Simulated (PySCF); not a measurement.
**C$_{4}$H$_{13}$BFN: density, localisation and related maps**

Input file:

```
{"job": {"kind": "uv", "xc": "wB97X-D", "basis": "def2-SVPD", "nstates": 8, "ntriplets": 3}, "charge": 0, "multiplicity": 1}
C     -2.949666     0.472305    -0.456823
C     -1.807495    -0.536577    -0.429654
C     -0.503979     0.082920     0.072322
C      0.659286    -0.910048     0.062435
B      2.043581    -0.331900     0.680935
N      2.580170     0.858607    -0.377277
F      3.096097    -1.240187     0.601010
H     -3.131568     0.868099     0.540271
H     -3.865140     0.006192    -0.814259
H     -2.709652     1.305474    -1.115443
H     -2.078525    -1.372891     0.217823
H     -1.653498    -0.935166    -1.435885
H     -0.268861     0.947101    -0.559041
H     -0.650793     0.452740     1.089409
H      0.807559    -1.266997    -0.961756
H      0.361527    -1.786590     0.641140
H      1.986438     0.180696     1.754291
H      2.727884     0.402015    -1.272278
H      3.461797     1.219118    -0.027645
H      1.889689     1.595766    -0.458530
```

Run with:

```sh
OMP_NUM_THREADS=1 python probes_run.py task.json out
```

Geometry: GFN2-xTB.

All numbers below come from PySCF, wB97X-D/def2-SVPD, SCF density, gas phase.

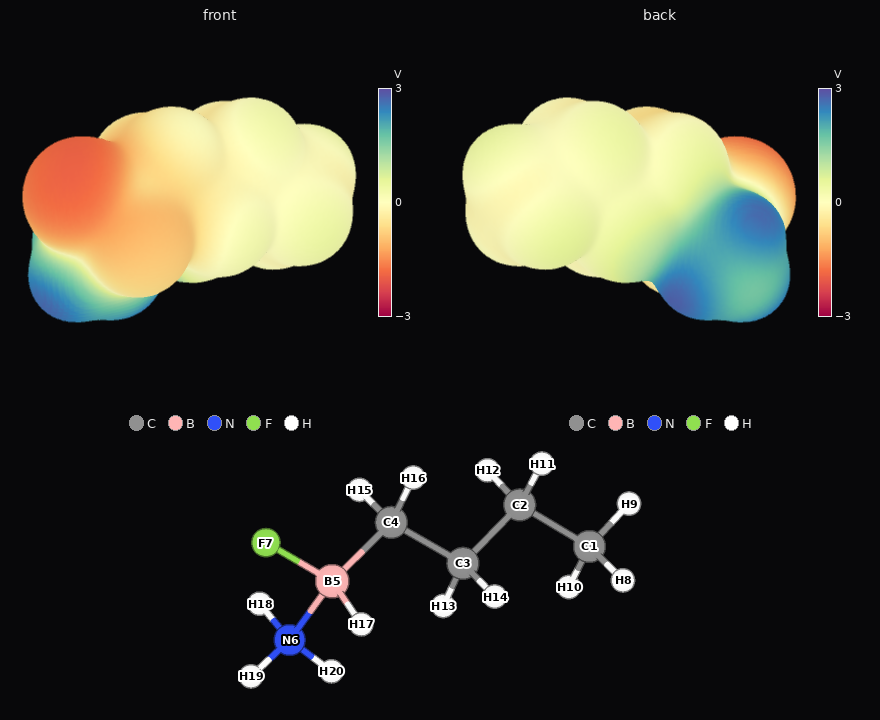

Figure 1. The molecular electrostatic potential painted on the density surface at 0.002 e/bohr³, seen from the front and from behind; red is negative and blue positive. The bare structure is drawn below in the same view.

### Where is the surface potential most negative and most positive?

The most negative region (about −1.9 V) lies over F7, the most positive (about +2.7 V) over H18, H19 and H20.

### What dipole moment does the calculation give?

Its dipole moment is 4.92 D.

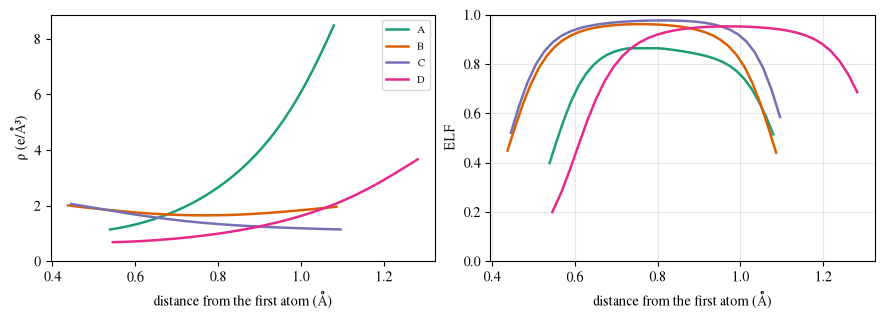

Figure 2. Total electron density and ELF along straight lines between neighbouring atoms. The curves leave out the atomic cores.

### Which curve belongs to which contact (B–F, B–N, C–B and C–C)? The first atom named is at distance zero.

Curve A: B–F (1.39 Å): ρ at the midpoint is about 1.8 e/Å³; the ELF peaks at about 0.85 between the atoms, as expected for a shared but strongly polarised pair. Curve B: C–C (1.52 Å): ρ is about 1.6 e/Å³ halfway; the ELF peaks at about 0.95 between the atoms; a shared electron pair. Curve C: C–B (1.62 Å): the density is about 1.3 e/Å³ at the midpoint; the ELF peaks at about 1 between the atoms, as expected for a covalent bond. Curve D: B–N (1.68 Å): ρ is about 1.1 e/Å³ halfway; the ELF peaks at about 0.95 between the atoms (a shared but strongly polarised pair).
